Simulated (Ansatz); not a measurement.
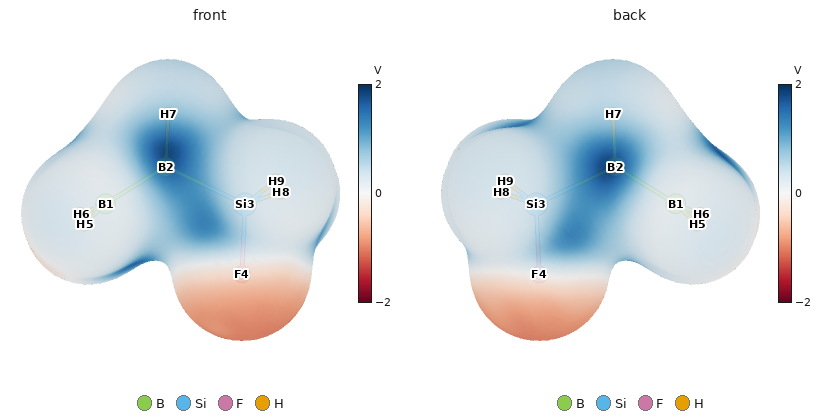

Figure 1: B₂FH₅Si (SMILES BB[SiH2]F). The molecular electrostatic potential painted on the density surface at 0.002 e/bohr³, seen from the front and from behind; red is negative and blue positive.

Geometry: PBE0-D4/def2-TZVP.

Theory: RKS PBE0-D4/def2-TZVPP (Ansatz 0.2.0).

The calculation's input:

```
crystal:
  periodic: [false, false, false]
  atoms:
    - {symbol: B, position_ang: [-0.767270, 1.100358, -1.151412]}
    - {symbol: B, position_ang: [0.442511, 0.649092, -0.185576]}
    - {symbol: Si, position_ang: [0.396161, -1.044143, 0.887093]}
    - {symbol: F, position_ang: [-0.955995, -1.889408, 0.684290]}
    - {symbol: H, position_ang: [-0.824821, 0.753293, -2.298804]}
    - {symbol: H, position_ang: [-1.686195, 1.759272, -0.749313]}
    - {symbol: H, position_ang: [1.453665, 1.277771, -0.031742]}
    - {symbol: H, position_ang: [1.528441, -1.925480, 0.490731]}
    - {symbol: H, position_ang: [0.502104, -0.726954, 2.337632]}
basis:
  gaussian: {orbitals: def2-TZVPP}
hamiltonian: {xc: pbe0, dispersion: d4}
output: {orbitals: {seedname: orbitals}}
```

Launched as:

```sh
ansatz run in.yaml --threads 2 --pin off --events-out ev --progress --plain --max-ram 4352MiB
```

> Describe the electrostatic potential map.

The most negative region (about −1.0 V) lies over F4, the most positive (about +1.8 V) over B1 and B2.
